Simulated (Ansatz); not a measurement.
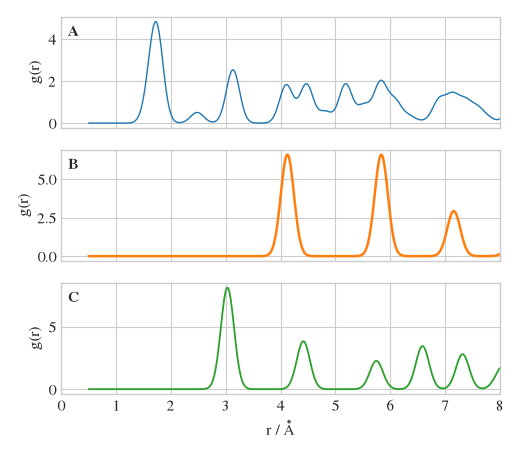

Partial pair correlation functions g(r) computed from the static structure of ZnB6, each distance broadened by a Gaussian of σ = 0.12 Å. Structure used: coordinates from a relaxation with Ansatz 0.2.0, DFT PBE, scalar-relativistic, plane waves, PAW; the starting structure was generated, so it need not be a known form of this composition.

```cif
data_structure
_symmetry_space_group_name_H-M 'Pm-3m'
_symmetry_Int_Tables_number 221
_cell_length_a 4.1324
_cell_length_b 4.1324
_cell_length_c 4.1324
_cell_angle_alpha 90.000
_cell_angle_beta 90.000
_cell_angle_gamma 90.000
_cell_volume 70.57
loop_
_atom_site_label
_atom_site_type_symbol
_atom_site_symmetry_multiplicity
_atom_site_Wyckoff_symbol
_atom_site_fract_x
_atom_site_fract_y
_atom_site_fract_z
_atom_site_occupancy
Zn1 Zn 1 a 0.00000 0.00000 0.00000 1
B1 B 6 f 0.19897 0.50000 0.50000 1
```

The panels are unlabelled. Name the pair for each.

Answer. panel A is B–B (first distance 1.64 Å); panel B is Zn–Zn (first distance 4.13 Å); panel C is Zn–B (first distance 3.04 Å).

Tabulate the first and second shells, merging distances less than 0.12 Å apart and averaging over sites.

Answer.
| pair | first shell (Å) | neighbours in it | second shell (Å) | neighbours in the second |
| --- | --- | --- | --- | --- |
| B–B | 1.64–1.76 | 5 B per B | 2.49 | 1 |
| Zn–Zn | 4.13 | 6 Zn per Zn | 5.84 | 12 |
| Zn–B | 3.04 | 24 B per Zn | 4.42 | 24 |
